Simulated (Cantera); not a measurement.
Feed: 1 mol V, 1.8 mol N2O, held at 1600 °C.

Equilibrium computed with Cantera from the NASA thermochemical tables; the gas is ideal and each condensed phase is pure. Candidate condensed phases: V, VN, VO, V2O3, V2O4, V2O5; 13 gas species. Mutual solubility and eutectic melting of coexisting phases are not modelled. Condensed phases not in the tables: the oxides between V2O3 and V2O5 other than VO2. Rates play no part.

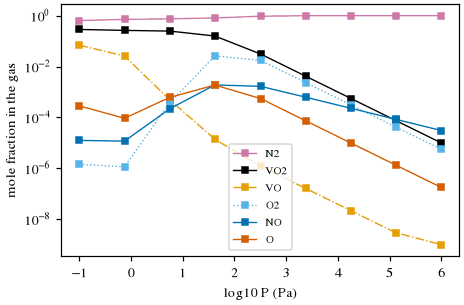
Figure: Equilibrium gas composition (values under 1e-9 drawn at 1e-9)

At 0.100 Pa nothing is condensed. From 0.750 Pa to 42.0 Pa the condensed part is V2O3(s). From 3.20 mbar to 10.0 bar the condensed part is V2O3(s) + V2O4(l). The main V-bearing gas is VO2 throughout.
